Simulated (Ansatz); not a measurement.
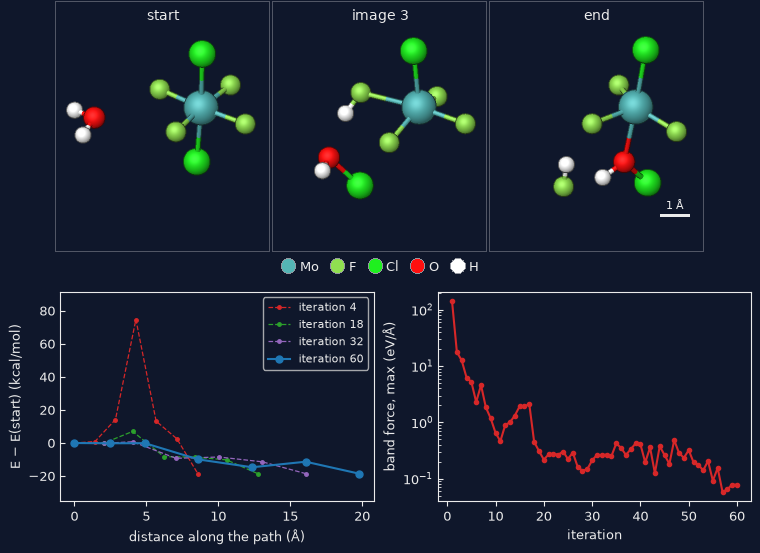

A search for the minimum-energy path of MoH$_{2}$OCl$_{2}$F$_{4}$, made up at the start of MoCl$_{2}$F$_{4}$ and H2O by the nudged elastic band. Images are numbered from 0 (start) to 6 (end). The plot follows the band through its iterations. A ball-and-stick model, seen at a tilt.

Method: RHF/def2-SVP in Ansatz 0.2.0. Settings: 5 movable images; climbing image; force threshold 0.03 eV/Å; iteration limit 60; starting path through a guess of the saddle point.

Q: Did the band converge, and can the barrier be trusted?

A: The result isn't final. The band hadn't converged when the run stopped after 60 iterations. The largest component of the band force went from 140 to 0.078 eV/Å. The first iteration put the highest image at 638.0 kcal/mol. Relative to the start the highest point is image 0 at 0.0 kcal/mol and the end lies at −18.6 kcal/mol, but the profile dips to −14.7 kcal/mol at image 4 on the way, so there may be an intermediate minimum, or an end is no minimum.

Limits of the set-up: the start holds two separate molecules, 3.0 Å apart at their closest, whose relative position is a soft coordinate and is computed without a dispersion correction; Hartree-Fock leaves out electron correlation.

Cost: 13 min on 4 threads of Arm Neoverse V2, with other jobs on the host, peak memory 0.55 GiB.
